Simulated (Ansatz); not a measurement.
System: BH₂NSe.

The calculation's input:

```
crystal:
  periodic: [false, false, false]
  atoms:
    - { symbol: "N", position_ang: [-0.4075, 0.41697, -0.32607] }
    - { symbol: B, position_ang: [0.42308, -0.43547, 0.33961] }
    - { symbol: Se, position_ang: [1.47708, -1.50952, 1.18098] }
    - { symbol: H, position_ang: [-0.69658, 1.30897, 0.03876] }
    - { symbol: H, position_ang: [-0.79609, 0.21905, -1.23327] }
basis:
  gaussian: { orbitals: def2-SVP }
hamiltonian:
  xc: pbe0
relax:
  f_tol: 0.02
  max_steps: 50
output:
  orbitals: {}
```

Command:

```sh
ansatz run input.yaml --threads 1 --pin off --max-ram 2048MiB --backend cpu --events-out ev --progress --plain --runs-dir out
```

The fields are those of the relaxed geometry.

Method: RKS PBE0/def2-SVP (Ansatz).

**What will maps of the electron density and electron localisation function show?**

B–N (1.37 Å): ρ at the midpoint is about 2 e/Å³; the ELF peaks at about 0.90 between the atoms, as expected for a shared but strongly polarised pair.
B–Se (1.76 Å): ρ is about 1.2 e/Å³ halfway; the ELF peaks at about 0.85 between the atoms: a covalent bond.
N–H (1.01 Å): ρ at the midpoint is about 2.8 e/Å³; the ELF climbs to about 1 towards the hydrogen, as it does in any bond to H; a covalent bond by its length.

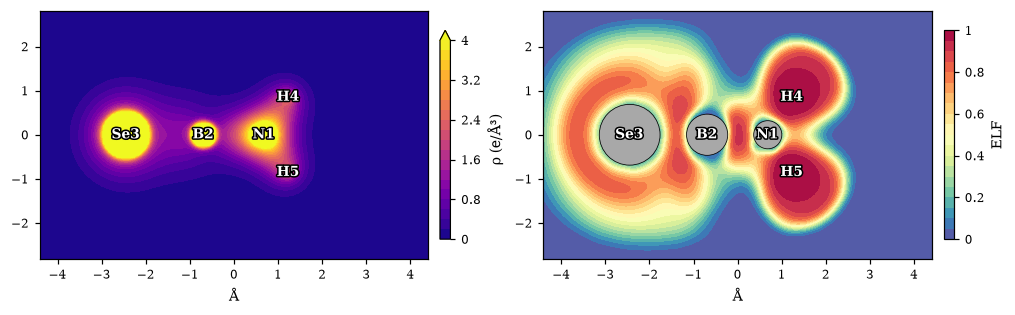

Computed electron density and electron localisation function on the molecular plane, in this order. Grey discs cover the atomic cores in the ELF map. 
